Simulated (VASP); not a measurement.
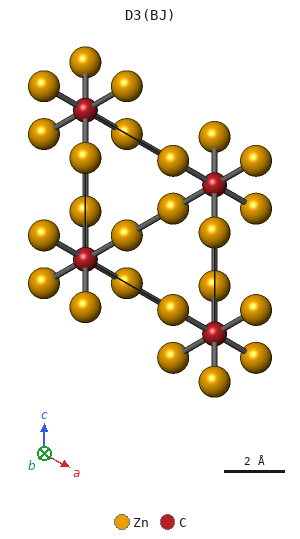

A crystal of Zn$_{6}$C (a generated structure, set up in Im-3m), relaxed (cell and atoms) with several dispersion corrections. The picture shows the result with D3(BJ). The picture is a ball-and-stick view of the cell of the calculation, seen along the b axis.

Computed with VASP 6.6.1: PBEsol, VASP PAW PBE potentials, recommended. (plane-wave cutoff 600 eV; k-point mesh 5 × 5 × 5; occupations fermi-dirac; smearing width 0.05 eV; no spin polarisation)

| dispersion correction | volume (Å³/atom) | a (Å) |
| --- | --- | --- |
| D3(BJ) | 16.604 | 5.325 |
| D3 | ? | ? |
| D4 | 16.854 | 5.352 |
| none | 17.170 | 5.385 |
| rVV10 | 17.070 | 5.374 |

### Fill in the missing row.

With D3 the volume falls between D3(BJ) (16.604) and D4 (16.854). The calculation gives 16.824 Å³/atom (a = 5.348 Å). In order of volume: D3(BJ) < D3 < D4 < rVV10 < none; the spread is 3.4 %.
